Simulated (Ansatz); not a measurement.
**Run report: BH3F, geometry relaxation (part 1 of 2)**

- system: BH3F, multiplicity 2
- method: UKS B3LYP/def2-SVP (Ansatz 0.2.0)

The input holds or restrains some coordinates. It belongs to a series of runs on one base structure; here: pulled along the bonds that form and break, towards end B.

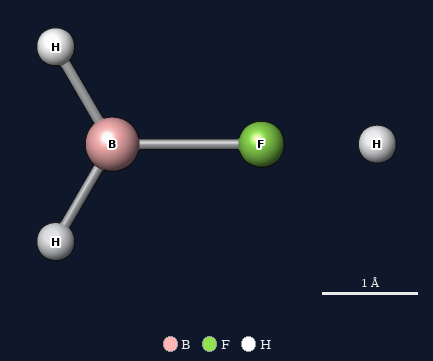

The structure as given in the input (ball-and-stick view, seen on its broad side).

## Input
```yaml
crystal:
  periodic: [false, false, false]
  atoms:
    - { symbol: B, position_ang: [0.0, 0.0, 0.0] }
    - { symbol: F, position_ang: [0.0, 0.0, 1.57] }
    - { symbol: H, position_ang: [1.0305, 0.0, -0.595] }
    - { symbol: H, position_ang: [-1.0305, 0.0, -0.595] }
    - { symbol: H, position_ang: [0.0, 0.0, 2.79] }
magnetization:
  spin_polarized: true
  initial_magnetization: 1
basis:
  gaussian: { orbitals: def2-SVP }
hamiltonian:
  xc: b3lyp
relax:
  f_tol: 0.15
  max_steps: 25
  restrain:
    - { distance: [1, 4], at: 0.92, k: 30.0 }
    - { distance: [0, 1], at: 2.52, k: 30.0 }
output:
  orbitals: {}
```

Machine: 1 thread of Arm Neoverse V1, 24 GiB of memory available, shared host.

Launched with:
```bash
ansatz run input.yaml --threads 1 --pin off --max-ram 2048MiB --backend cpu --events-out ev --progress --plain --runs-dir out
```

## Log
```
The last accepted step is kept in [file] (removed where the run ends without a failure and the disk answers)
Engine: ansatz 0.2.0, aarch64-unknown-linux-gnu
Functional definition: B3LYP
  parameter a0 = 0.2
  parameter ax = 0.72
  parameter ac = 0.81
  exchange = (1 - a0 - ax)*slater_x + ax*b88_x + a0*exact_x
  correlation = (1 - ac)*vwn_rpa_c + ac*lyp_c
474 factors; integrals over basis functions are off by at most 3.9e-4 eV
mean field evaluation 1: about -3431.6243 eV, gradient 1.9e1 eV
mean field evaluation 2: about -3429.7650 eV, gradient 2.9e1 eV
mean field evaluation 4: about -3435.4266 eV, gradient 3.8e0 eV
mean field evaluation 8: about -3435.5096 eV, gradient 2.4e-1 eV
mean field evaluation 16: about -3435.5099 eV, gradient 2.5e-5 eV
mean field evaluation 32: about -3433.9242 eV, gradient 1.5e0 eV
mean field -3435.50986298 eV, -126.2526587923 hartree, gradient 8.7e-6 eV, S^2 0.752254; 4 other end points of the search recorded, 0 dependent functions left out
the calculation of the forces begins
reference -3435.51006928 eV, -126.2526663738 hartree; 9, 8 occupied and 34, 35 virtual orbitals, 474 factors
relax step   1: F+E_penalty+E_count = -3435.50986298 eV  Δ(F+E_penalty+E_count) = +0.000e0 eV  max|allowed force component| = 6.373e0 eV/Å  E_restraint = 14.88750000 eV  max|allowed force component, restraints' pulls added| = 3.113e1 eV/Å  Δτ_max = 0.0000 Å  (109 SCF iters, accepted)
  distance F 1 - H 4 = 1.2200 Å
  distance B 0 - F 1 = 1.5700 Å
these checks for a lower state are left out or cut short: starts, cluster_reference, orbital_swaps, neighbouring_geometries, increment
474 factors; integrals over basis functions are off by at most 4.1e-4 eV
mean field evaluation 64: about -3434.9392 eV, gradient 1.2e-3 eV
mean field -3434.93920609 eV, -126.2316875383 hartree, gradient 5.2e-6 eV, S^2 0.756019; 1 other end points of the search recorded, 0 dependent functions left out
[... from here on the field's lines of each further geometry are left out, up to the last ...]
WARN: the results are in doubt because the forces break the atoms' symmetry
relax step   2: F+E_penalty+E_count = -3434.93920609 eV  Δ(F+E_penalty+E_count) = +5.707e-1 eV  max|allowed force component| = 2.259e0 eV/Å  E_restraint = 5.80507169 eV  max|allowed force component, restraints' pulls added| = 2.556e1 eV/Å  Δτ_max = 0.1986 Å  (89 SCF iters, accepted)
relax step   3: F+E_penalty+E_count = -3435.36223930 eV  Δ(F+E_penalty+E_count) = -4.230e-1 eV  max|allowed force component| = 3.522e0 eV/Å  E_restraint = 2.63539755 eV  max|allowed force component, restraints' pulls added| = 1.837e1 eV/Å  Δτ_max = 0.0974 Å  (62 SCF iters, accepted)
relax step   4: F+E_penalty+E_count = -3435.27690447 eV  Δ(F+E_penalty+E_count) = +8.533e-2 eV  max|allowed force component| = 9.407e0 eV/Å  E_restraint = 0.37347265 eV  max|allowed force component, restraints' pulls added| = 1.216e1 eV/Å  Δτ_max = 0.1463 Å  (48 SCF iters, accepted)
relax step   5: F+E_penalty+E_count = -3435.94287888 eV  Δ(F+E_penalty+E_count) = -6.660e-1 eV  max|allowed force component| = 7.101e-1 eV/Å  E_restraint = 0.00394151 eV  max|allowed force component, restraints' pulls added| = 1.035e0 eV/Å  Δτ_max = 0.1941 Å  (34 SCF iters, accepted)
relax step   6: F+E_penalty+E_count = -3436.05484680 eV  Δ(F+E_penalty+E_count) = -1.120e-1 eV  max|allowed force component| = 1.359e0 eV/Å  E_restraint = 0.03837370 eV  max|allowed force component, restraints' pulls added| = 2.301e0 eV/Å  Δτ_max = 0.1947 Å  (34 SCF iters, accepted)
relax step   7: F+E_penalty+E_count = -3436.08850597 eV  Δ(F+E_penalty+E_count) = -3.366e-2 eV  max|allowed force component| = 5.692e-1 eV/Å  E_restraint = 0.00437504 eV  max|allowed force component, restraints' pulls added| = 8.446e-1 eV/Å  Δτ_max = 0.0487 Å  (31 SCF iters, accepted)
relax step   8: F+E_penalty+E_count = -3436.10922132 eV  Δ(F+E_penalty+E_count) = -2.072e-2 eV  max|allowed force component| = 5.071e-1 eV/Å  E_restraint = 0.00430474 eV  max|allowed force component, restraints' pulls added| = 1.054e0 eV/Å  Δτ_max = 0.0858 Å  (32 SCF iters, accepted)
relax step   9: F+E_penalty+E_count = -3436.16522675 eV  Δ(F+E_penalty+E_count) = -5.601e-2 eV  max|allowed force component| = 6.295e-1 eV/Å  E_restraint = 0.00129555 eV  max|allowed force component, restraints' pulls added| = 5.349e-1 eV/Å  Δτ_max = 0.1500 Å  (32 SCF iters, accepted)
relax step  10: F+E_penalty+E_count = -3436.16780359 eV  Δ(F+E_penalty+E_count) = -2.577e-3 eV  max|allowed force component| = 8.612e-1 eV/Å  E_restraint = 0.00200207 eV  max|allowed force component, restraints' pulls added| = 8.699e-1 eV/Å  Δτ_max = 0.0196 Å  (30 SCF iters, accepted)
relax step  11: F+E_penalty+E_count = -3436.16840476 eV  Δ(F+E_penalty+E_count) = -6.012e-4 eV  max|allowed force component| = 9.690e-1 eV/Å  E_restraint = 0.00247379 eV  max|allowed force component, restraints' pulls added| = 1.024e0 eV/Å  Δτ_max = 0.0082 Å  (24 SCF iters, accepted)
relax step  12: F+E_penalty+E_count = -3436.10512038 eV  Δ(F+E_penalty+E_count) = +6.328e-2 eV  max|allowed force component| = 2.526e0 eV/Å  E_restraint = 0.09274965 eV  max|allowed force component, restraints' pulls added| = 4.442e0 eV/Å  Δτ_max = 0.1995 Å  (33 SCF iters, rejected (line search))
relax step  13: F+E_penalty+E_count = -3436.19499149 eV  Δ(F+E_penalty+E_count) = -2.659e-2 eV  max|allowed force component| = 6.800e-1 eV/Å  E_restraint = 0.00169033 eV  max|allowed force component, restraints' pulls added| = 7.036e-1 eV/Å  Δτ_max = 0.0997 Å  (30 SCF iters, accepted)
relax step  14: F+E_penalty+E_count = -3436.22267975 eV  Δ(F+E_penalty+E_count) = -2.769e-2 eV  max|allowed force component| = 3.042e-1 eV/Å  E_restraint = 0.00133733 eV  max|allowed force component, restraints' pulls added| = 1.261e-1 eV/Å  Δτ_max = 0.0992 Å  (30 SCF iters, accepted)
relax step  15: F+E_penalty+E_count = -3436.22110558 eV  Δ(F+E_penalty+E_count) = +1.574e-3 eV  max|allowed force component| = 1.521e0 eV/Å  E_restraint = 0.02543478 eV  max|allowed force component, restraints' pulls added| = 2.599e0 eV/Å  Δτ_max = 0.1443 Å  (29 SCF iters, rejected (line search))
relax step  16: F+E_penalty+E_count = -3436.23693257 eV  Δ(F+E_penalty+E_count) = -1.425e-2 eV  max|allowed force component| = 2.116e-1 eV/Å  E_restraint = 0.00345509 eV  max|allowed force component, restraints' pulls added| = 4.468e-1 eV/Å  Δτ_max = 0.0718 Å  (30 SCF iters, accepted)
relax step  17: F+E_penalty+E_count = -3436.24866592 eV  Δ(F+E_penalty+E_count) = -1.173e-2 eV  max|allowed force component| = 1.998e-1 eV/Å  E_restraint = 0.00256591 eV  max|allowed force component, restraints' pulls added| = 2.794e-1 eV/Å  Δτ_max = 0.0747 Å  (29 SCF iters, accepted)
relax step  18: F+E_penalty+E_count = -3436.26081476 eV  Δ(F+E_penalty+E_count) = -1.215e-2 eV  max|allowed force component| = 2.298e-1 eV/Å  E_restraint = 0.00220655 eV  max|allowed force component, restraints' pulls added| = 1.689e-1 eV/Å  Δτ_max = 0.1122 Å  (30 SCF iters, accepted)
relax step  19: F+E_penalty+E_count = -3436.27087895 eV  Δ(F+E_penalty+E_count) = -1.006e-2 eV  max|allowed force component| = 3.097e-1 eV/Å  E_restraint = 0.00130212 eV  max|allowed force component, restraints' pulls added| = 1.211e-1 eV/Å  Δτ_max = 0.1400 Å  (30 SCF iters, accepted)
relax step  20: F+E_penalty+E_count = -3436.26522878 eV  Δ(F+E_penalty+E_count) = +5.650e-3 eV  max|allowed force component| = 1.143e0 eV/Å  E_restraint = 0.02382638 eV  max|allowed force component, restraints' pulls added| = 2.218e0 eV/Å  Δτ_max = 0.1922 Å  (29 SCF iters, rejected (line search))
relax step  21: F+E_penalty+E_count = -3436.24515001 eV  Δ(F+E_penalty+E_count) = +2.573e-2 eV  max|allowed force component| = 1.445e0 eV/Å  E_restraint = 0.02936121 eV  max|allowed force component, restraints' pulls added| = 2.746e0 eV/Å  Δτ_max = 0.0789 Å  (30 SCF iters, rejected (line search))
relax step  22: F+E_penalty+E_count = -3436.27401087 eV  Δ(F+E_penalty+E_count) = -3.132e-3 eV  max|allowed force component| = 2.828e-1 eV/Å  E_restraint = 0.00199723 eV  max|allowed force component, restraints' pulls added| = 7.222e-2 eV/Å  Δτ_max = 0.0383 Å  (32 SCF iters, accepted)
relax step  23: F+E_penalty+E_count = -3436.27918503 eV  Δ(F+E_penalty+E_count) = -5.174e-3 eV  max|allowed force component| = 2.990e-1 eV/Å  E_restraint = 0.00729272 eV  max|allowed force component, restraints' pulls added| = 8.270e-1 eV/Å  Δτ_max = 0.0976 Å  (30 SCF iters, rejected (line search))
the calculation of the forces begins
reference -3436.27714372 eV, -126.2808558395 hartree; 9, 8 occupied and 34, 35 virtual orbitals, 474 factors
relax step  24: F+E_penalty+E_count = -3436.27696977 eV  Δ(F+E_penalty+E_count) = -2.959e-3 eV  max|allowed force component| = 2.211e-1 eV/Å  E_restraint = 0.00241620 eV  max|allowed force component, restraints' pulls added| = 7.167e-2 eV/Å  Δτ_max = 0.0482 Å  (30 SCF iters, accepted)
  distance F 1 - H 4 = 0.9298 Å
  distance B 0 - F 1 = 2.5119 Å
474 factors; integrals over basis functions are off by at most 4.8e-4 eV
mean field evaluation 256: about -3436.2770 eV, gradient 4.6e-3 eV
```

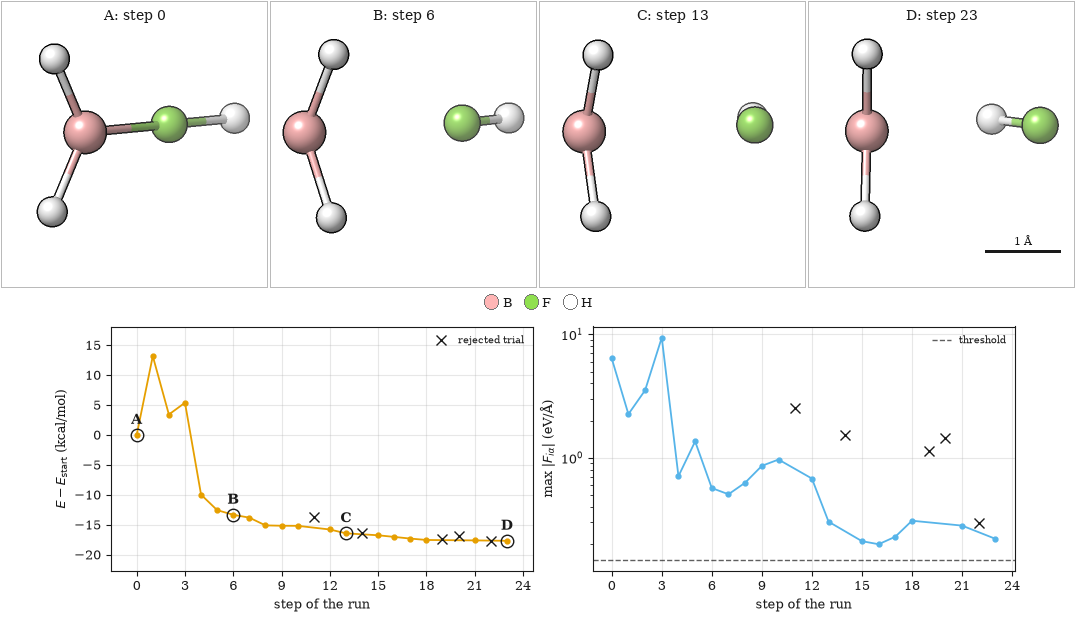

Frames of the restrained relaxation (ball-and-stick view, seen at a tilt) above the curves, on which the letters mark them (the first geometry is step 0 here and step 1 in the log).

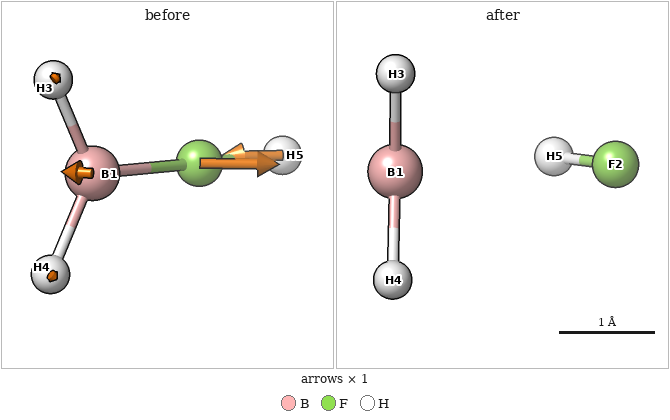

Before (left) and after (right) the restrained relaxation, at one scale (ball-and-stick view, seen at a tilt). The orange arrows give the displacements, at true length. Over 23 geometry steps the energy falls by 17.7 kcal/mol. The largest force component goes from 6.4 to 0.22 eV/Å. The line search rejected the trial steps at points 11, 14, 19, 20, 22 (counted from 0) and went back. F2 moves most after the best rigid fit: 0.85 Å. By element the largest moves are F 0.85 Å, H 0.69 Å, B 0.36 Å. Among the contacts that change: B1–F2 1.570 → 2.512 Å, F2–H5 1.220 → 0.930 Å, B1–H3 1.190 → 1.201 Å. New bonds form: F2–H5 (1.22 → 0.93 Å). Bonds break: B1–F2 (1.57 → 2.51 Å). Among the angles that change: H3–B1–H4 120.0° → 130.8°. (Atoms are counted from 1 in the order of the input.)

```
mean field -3436.27696977 eV, -126.2808494467 hartree, gradient 9.4e-6 eV, S^2 0.751262; 1 other end points of the search recorded, 0 dependent functions left out
the calculation of the forces begins
reference -3436.27714372 eV, -126.2808558395 hartree; 9, 8 occupied and 34, 35 virtual orbitals, 474 factors
Total energy: -3436.27714372 eV, -126.2808558395 hartree
Atom 0 at     0.000062    -0.297242    -0.168367 Å, force     0.000126     0.104406     0.219827 eV/Å
Atom 1 at     0.000092     0.547766     2.197128 Å, force    -0.000120     0.147421    -0.196209 eV/Å
Atom 2 at     1.092107     0.065776    -0.511767 Å, force    -0.016204    -0.015445     0.007987 eV/Å
Atom 3 at    -1.092158     0.065139    -0.511881 Å, force     0.016132    -0.015274     0.008087 eV/Å
Atom 4 at    -0.000103    -0.381439     2.164886 Å, force     0.000065    -0.221108    -0.039692 eV/Å
Dipole moment:    -0.000086    -0.235860     0.018683 e Å
```

## Trajectory as extended XYZ (Å, eV, eV/Å), 24 frames, from step=1 to step=24
```
5
Properties=species:S:1:pos:R:3:forces:R:3 step=1 energy=-3435.50986
B     0.0000    0.0000    0.0000    0.0000   0.0000   2.2319
F     0.0000    0.0000    1.5700    0.0000   0.0000  -6.3727
H     1.0305    0.0000   -0.5950    0.4458   0.0000   0.3343
H    -1.0305    0.0000   -0.5950   -0.4458   0.0000   0.3343
H     0.0000    0.0000    2.7900    0.0000   0.0000   3.4722
5
Properties=species:S:1:pos:R:3:forces:R:3 step=2 energy=-3434.93921
B     0.0000    0.0000   -0.1630    0.0000  -1.5831  -0.1936
F     0.0000    0.0000    1.7686    0.0000  -0.1421   1.8444
H     1.0814    0.0000   -0.6630    0.2649   0.7026   0.3042
H    -1.0814    0.0000   -0.6630   -0.2649   0.7026   0.3042
H     0.0000    0.0000    2.8905    0.0000   0.3200  -2.2593
5
Properties=species:S:1:pos:R:3:forces:R:3 step=3 energy=-3435.36224
B     0.0000   -0.0140   -0.2463    0.0000  -1.1170  -0.9230
F     0.0000   -0.0014    1.8660    0.0000   0.0652   3.2195
H     1.0897    0.0063   -0.6666    0.8967   0.4822   0.6130
H    -1.0897    0.0063   -0.6666   -0.8967   0.4822   0.6130
H     0.0000    0.0029    2.8835    0.0000   0.0873  -3.5224
```
